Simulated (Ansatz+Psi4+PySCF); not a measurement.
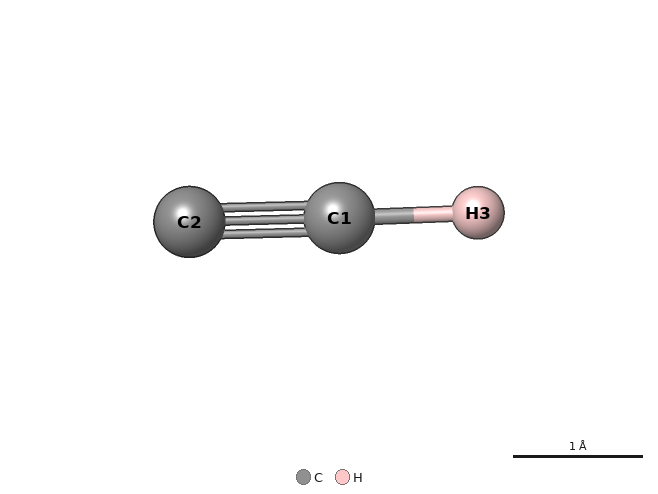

The picture comes from a calculation with Ansatz+Psi4+PySCF.

Orthographic view. Atoms fade into the background with distance from the viewer. State: charge −1, singlet. Geometry: a fixed input geometry, not necessarily a minimum.

Write a MOL file (V2000) with the atoms in numerical order, bonds sorted by atom number with the orders drawn, and coordinates in the frame of the picture: x right, y up, z towards the viewer, origin at the mean position.

```
C2H
                    3D

  3  2  0  0  0  0  0  0  0  0999 V2000
    0.0300   -0.0000   -0.0000 C   0  0  0  0  0  0  0  0  0  0  0  0
   -1.1400   -0.0300    0.0700 C   0  0  0  0  0  0  0  0  0  0  0  0
    1.1100    0.0400   -0.0700 H   0  0  0  0  0  0  0  0  0  0  0  0
  1  2  3  0
  1  3  1  0
M  CHG  1   2  -1
M  END
```
